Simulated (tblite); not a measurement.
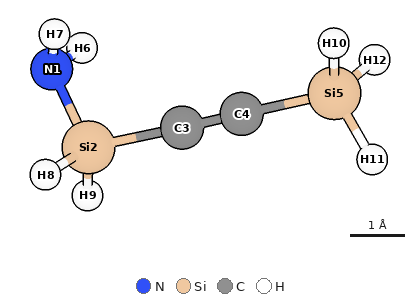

**Figure 1.** The starting structure (ball-and-stick view, seen at a tilt; atoms are numbered from 1 in the order of the input). Bond lengths as drawn: C–C 1.19 Å, C–Si 1.87 to 1.88 Å, H–N 1.01 Å, H–Si 1.47 to 1.49 Å and N–Si 1.69 Å.

Geometry relaxation, with input and output: C₂H₇NSi₂

The run: geometry relaxation of C₂H₇NSi₂, SMILES N[SiH2]C#C[SiH3]. Method and program: GFN2-xTB geometry optimisation, gas phase (tblite 0.8.0).

It belongs to a series of runs on one base structure; here: constitutional isomer.

### What the program printed
```
step      E/eV     max force
  0    -385.48543    2.515
  1    -385.44555    4.763
  2    -385.57129    0.570
  3    -385.58597    0.369
  4    -385.61119    0.619
  5    -385.63377    0.605
  6    -385.64859    0.347
  7    -385.65917    0.201
  8    -385.66475    0.226
  9    -385.66910    0.175
 10    -385.67153    0.158
 11    -385.67340    0.153
 12    -385.67525    0.154
 13    -385.67708    0.140
 14    -385.67884    0.136
 15    -385.68035    0.108
 16    -385.68174    0.117
 17    -385.68334    0.119
 18    -385.68497    0.126
 19    -385.68638    0.118
 20    -385.68763    0.091
 21    -385.68881    0.103
 22    -385.68983    0.091
 23    -385.69058    0.060
 24    -385.69112    0.076
 25    -385.69166    0.080
 26    -385.69226    0.088
 27    -385.69281    0.077
 28    -385.69320    0.050
 29    -385.69347    0.049
 30    -385.69370    0.046
 31    -385.69393    0.042
 32    -385.69410    0.030
 33    -385.69420    0.026
 34    -385.69428    0.024
 35    -385.69443    0.035
 36    -385.69469    0.055
 37    -385.69511    0.070
 38    -385.69559    0.072
 39    -385.69601    0.062
 40    -385.69637    0.070
 41    -385.69676    0.082
 42    -385.69738    0.095
 43    -385.69829    0.098
 44    -385.69905    0.066
 45    -385.69939    0.031
 46    -385.69952    0.027
 47    -385.69964    0.026
 48    -385.69987    0.043
 49    -385.70014    0.043
 50    -385.70033    0.036
 51    -385.70038    0.013
 52    -385.70039    0.005
```

### Trajectory as extended XYZ (Å, eV, eV/Å), 9 of the 53 frames kept, from step=0 to step=52
```
12
Properties=species:S:1:pos:R:3:forces:R:3 step=0 energy=-385.48543
N    -2.5896    1.0790    0.2966    0.1340   1.2830   0.2390
Si   -2.0233   -0.4653   -0.0968    0.6140  -1.8320  -0.1470
C    -0.1447   -0.3928   -0.0514   -2.2800  -0.4280  -0.1500
C     1.0455   -0.3142   -0.0386    2.5100   0.1410   0.0840
Si    2.9122   -0.2218    0.0149    0.0760   0.0030  -0.1190
H    -2.2105    1.7388   -0.3731   -0.3640   0.3280   0.0810
H    -2.2151    1.3492    1.1977   -0.3360   0.2990   0.1130
H    -2.5327   -1.3913    0.9437    0.1820   0.1790  -0.2130
H    -2.5185   -0.8050   -1.4339    0.1000   0.0290   0.0280
H     3.3787    0.1509    1.3708   -0.1900  -0.0670  -0.2130
H     3.5090   -1.5307   -0.3602   -0.2470   0.2690   0.0940
H     3.3900    0.8024   -0.9516   -0.1990  -0.2030   0.2040
12
Properties=species:S:1:pos:R:3:forces:R:3 step=6 energy=-385.64859
N    -2.5211    1.0827    0.2951    0.0990   0.3250   0.0730
Si   -1.9866   -0.5182   -0.0978    0.1020   0.1490  -0.0460
C    -0.1225   -0.4659   -0.0768   -0.2160  -0.2210  -0.0480
C     1.0782   -0.3203   -0.0304    0.0840  -0.0670  -0.0200
Si    2.9196   -0.2171    0.0088   -0.0610  -0.0030   0.0350
H    -2.2663    1.8113   -0.3641   -0.1530  -0.1650   0.1160
H    -2.2711    1.4142    1.2206   -0.1510  -0.0670  -0.1570
H    -2.5153   -1.4005    0.9445    0.0750   0.0050  -0.0220
H    -2.5010   -0.8100   -1.4424    0.0990   0.0080   0.0940
H     3.3488    0.1440    1.3514    0.0280   0.0660   0.2190
H     3.4747   -1.5117   -0.3520    0.0530  -0.2250  -0.0650
H     3.3638    0.7909   -0.9388    0.0410   0.1960  -0.1790
12
Properties=species:S:1:pos:R:3:forces:R:3 step=13 energy=-385.67708
N    -2.5140    1.1009    0.3003   -0.0050   0.0380   0.0030
Si   -1.9696   -0.4928   -0.0928    0.0970   0.0090  -0.0360
C    -0.1094   -0.5354   -0.0927   -0.0480   0.0430   0.0110
C     1.0883   -0.3600   -0.0403    0.0950  -0.0550  -0.0140
Si    2.9318   -0.2179    0.0092   -0.0650  -0.0310   0.0090
H    -2.3138    1.8321   -0.3679   -0.0550  -0.0430   0.1210
H    -2.3200    1.4342    1.2343   -0.0540   0.0220  -0.1220
H    -2.4834   -1.3899    0.9376   -0.0070  -0.0110   0.0760
H    -2.4704   -0.8031   -1.4312    0.0100   0.0370  -0.0300
H     3.3380    0.1530    1.3711   -0.0100  -0.0060  -0.0500
H     3.4709   -1.5308   -0.3578    0.0510   0.0170   0.0040
H     3.3528    0.8089   -0.9516   -0.0090  -0.0200   0.0280
12
Properties=species:S:1:pos:R:3:forces:R:3 step=20 energy=-385.68763
N    -2.5480    1.0965    0.2987    0.0160   0.0870   0.0200
Si   -1.9556   -0.4797   -0.0896    0.0080   0.0530  -0.0040
C    -0.0998   -0.5329   -0.0901    0.0250   0.0080  -0.0050
C     1.1067   -0.4298   -0.0596    0.0390   0.0520   0.0250
Si    2.9427   -0.2421    0.0045    0.0070  -0.0170  -0.0030
H    -2.3689    1.8420   -0.3552   -0.0390  -0.0130  -0.0720
H    -2.3760    1.4500    1.2265   -0.0390  -0.0450   0.0590
H    -2.4528   -1.3636    0.9599   -0.0310  -0.0500   0.0390
H    -2.4400   -0.7670   -1.4373   -0.0200  -0.0220  -0.0370
H     3.3301    0.1574    1.3639   -0.0130  -0.0420  -0.0330
H     3.5218   -1.5380   -0.3608    0.0540   0.0250   0.0120
H     3.3410    0.8064   -0.9429   -0.0080  -0.0370  -0.0010
12
Properties=species:S:1:pos:R:3:forces:R:3 step=26 energy=-385.69226
N    -2.5519    1.1050    0.3003   -0.0520  -0.0700  -0.0130
Si   -1.9480   -0.4653   -0.0858   -0.0320  -0.0240   0.0030
C    -0.0911   -0.5273   -0.0908    0.0440   0.0180   0.0110
C     1.1173   -0.4429   -0.0590   -0.0480   0.0100  -0.0040
Si    2.9520   -0.2603   -0.0013    0.0350   0.0070  -0.0030
H    -2.4152    1.8499   -0.3622    0.0030   0.0390  -0.0100
H    -2.4229    1.4535    1.2354    0.0010   0.0320   0.0270
H    -2.4423   -1.3564    0.9686    0.0080   0.0260  -0.0510
H    -2.4276   -0.7553   -1.4396    0.0000  -0.0090   0.0390
H     3.3240    0.1427    1.3577    0.0190  -0.0190   0.0310
H     3.5725   -1.5380   -0.3590    0.0080   0.0000  -0.0020
H     3.3344    0.7937   -0.9461    0.0130  -0.0110  -0.0280
12
Properties=species:S:1:pos:R:3:forces:R:3 step=32 energy=-385.69410
N    -2.5753    1.1032    0.3003    0.0190   0.0210   0.0030
Si   -1.9466   -0.4590   -0.0849    0.0020   0.0040   0.0040
C    -0.0867   -0.5106   -0.0852   -0.0220   0.0130   0.0010
C     1.1224   -0.4369   -0.0587    0.0200   0.0040   0.0020
Si    2.9611   -0.2649   -0.0020   -0.0010   0.0030   0.0000
H    -2.4307    1.8511   -0.3602   -0.0190  -0.0150   0.0140
H    -2.4386    1.4562    1.2348   -0.0180  -0.0110  -0.0220
H    -2.4429   -1.3539    0.9615    0.0090  -0.0050  -0.0030
H    -2.4285   -0.7582   -1.4341    0.0110  -0.0040   0.0020
H     3.3311    0.1270    1.3624    0.0130   0.0000  -0.0080
H     3.5959   -1.5366   -0.3585   -0.0260  -0.0060  -0.0020
H     3.3399    0.7819   -0.9576    0.0140  -0.0050   0.0070
12
Properties=species:S:1:pos:R:3:forces:R:3 step=39 energy=-385.69601
N    -2.5912    1.1041    0.2986   -0.0470  -0.0280   0.0010
Si   -1.9391   -0.4478   -0.0809    0.0240   0.0050  -0.0080
C    -0.0787   -0.4727   -0.0757    0.0260  -0.0240  -0.0040
C     1.1323   -0.4252   -0.0569   -0.0180   0.0550   0.0220
Si    2.9726   -0.2684   -0.0017   -0.0070  -0.0240  -0.0090
H    -2.4816    1.8574   -0.3605    0.0090  -0.0050  -0.0040
H    -2.4890    1.4571    1.2359    0.0030   0.0110   0.0090
H    -2.4265   -1.3602    0.9537    0.0080   0.0090   0.0270
H    -2.4095   -0.7673   -1.4284    0.0030   0.0140  -0.0290
H     3.3643    0.1104    1.3602   -0.0050   0.0110  -0.0110
H     3.5748   -1.5527   -0.3635    0.0030  -0.0370  -0.0060
H     3.3728    0.7645   -0.9628    0.0020   0.0140   0.0110
12
Properties=species:S:1:pos:R:3:forces:R:3 step=46 energy=-385.69952
N    -2.6457    1.0928    0.2970    0.0000  -0.0140  -0.0070
Si   -1.9262   -0.4307   -0.0784    0.0090  -0.0060   0.0010
C    -0.0648   -0.4190   -0.0613    0.0110   0.0040  -0.0010
C     1.1460   -0.3669   -0.0392   -0.0090  -0.0010  -0.0040
Si    2.9923   -0.2864   -0.0076   -0.0070   0.0140   0.0070
H    -2.5527    1.8499   -0.3606    0.0010  -0.0020  -0.0150
H    -2.5628    1.4531    1.2339    0.0020  -0.0140   0.0070
H    -2.3907   -1.3575    0.9548    0.0060   0.0080   0.0200
H    -2.3727   -0.7680   -1.4313    0.0080   0.0260  -0.0040
H     3.4166    0.0901    1.3445   -0.0030  -0.0200   0.0180
H     3.5333   -1.5988   -0.3749   -0.0140   0.0160   0.0030
H     3.4286    0.7408   -0.9588   -0.0040  -0.0100  -0.0250
12
Properties=species:S:1:pos:R:3:forces:R:3 step=52 energy=-385.70039
N    -2.6629    1.0858    0.2941    0.0020  -0.0010   0.0020
Si   -1.9195   -0.4266   -0.0761   -0.0010   0.0000  -0.0020
C    -0.0589   -0.4000   -0.0568   -0.0010   0.0020   0.0040
C     1.1516   -0.3485   -0.0348    0.0010   0.0000  -0.0010
Si    2.9980   -0.2864   -0.0072   -0.0010   0.0000   0.0000
H    -2.5790    1.8438   -0.3639    0.0010  -0.0020   0.0000
H    -2.5899    1.4452    1.2322   -0.0010   0.0040   0.0020
H    -2.3741   -1.3517    0.9635    0.0040   0.0000  -0.0020
H    -2.3554   -0.7560   -1.4340    0.0010  -0.0030  -0.0020
H     3.4320    0.0736    1.3465   -0.0030   0.0000   0.0010
H     3.5149   -1.6071   -0.3772    0.0000  -0.0010  -0.0010
H     3.4444    0.7273   -0.9684   -0.0030   0.0000  -0.0010
```

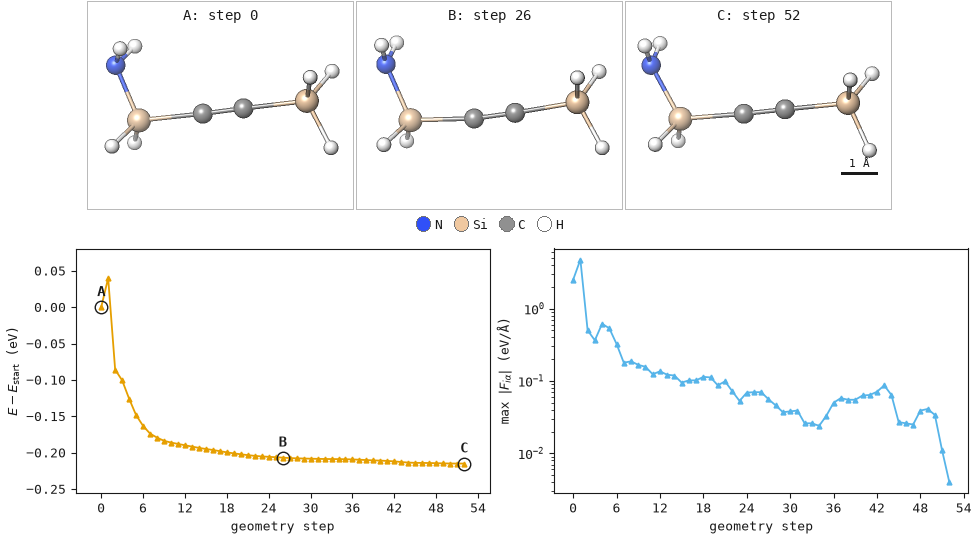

**Figure 2.** Frames of the relaxation (ball-and-stick view, seen at a tilt) above the curves, on which the letters mark them (steps are counted from 0).

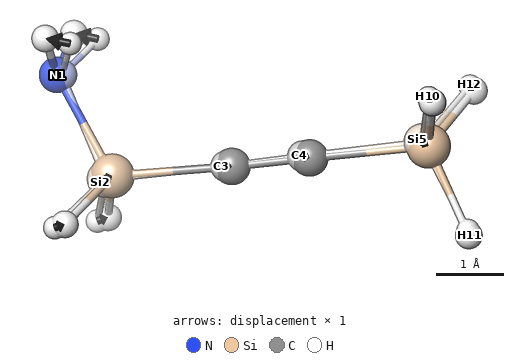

**Figure 3.** Start (faint) and end (solid) with the displacements as black arrows, at true length (ball-and-stick view, seen at a tilt). The two geometries are laid on each other by the best rigid fit. The atom that moves furthest after the best rigid fit is H7 (0.39 Å). Largest moves by element: H 0.39 Å, Si 0.11 Å, C 0.11 Å, N 0.07 Å. Among the contacts that change: N1–Si2 1.691 → 1.725 Å, C4–Si5 1.870 → 1.848 Å, Si5–H11 1.487 → 1.466 Å, Si2–C3 1.881 → 1.861 Å. Among the angles that change: Si2–N1–H6 108.4° → 118.9°, Si2–N1–H7 109.1° → 118.8°, N1–Si2–C3 107.1° → 114.6°. The energy falls by 0.215 eV in 52 geometry steps. Largest force component: 2.5 eV/Å at the start, 0.004 eV/Å at the end. (Atoms are counted from 1 in the order of the input.)

The run was set up as follows.

### Input file
```
{"job": {"kind": "relax", "xc": "GFN2-xTB", "basis": "xTB"}, "charge": 0, "multiplicity": 1}
N     -2.589600     1.079000     0.296600
Si    -2.023300    -0.465300    -0.096800
C     -0.144700    -0.392800    -0.051400
C      1.045500    -0.314200    -0.038600
Si     2.912200    -0.221800     0.014900
H     -2.210500     1.738800    -0.373100
H     -2.215100     1.349200     1.197700
H     -2.532700    -1.391300     0.943700
H     -2.518500    -0.805000    -1.433900
H      3.378700     0.150900     1.370800
H      3.509000    -1.530700    -0.360200
H      3.390000     0.802400    -0.951600
```

The first line tells a small driver script what to run in tblite; the rest is the geometry in Å.

Launched with:
```bash
OMP_NUM_THREADS=1 python <driver script> task.json out
```

### Summary

| quantity | value |
| --- | --- |
| outcome | converged |
| total energy | −385.7004 eV |
| hardware | 1 CPU thread, shared host |
| peak memory | 0.18 GiB |
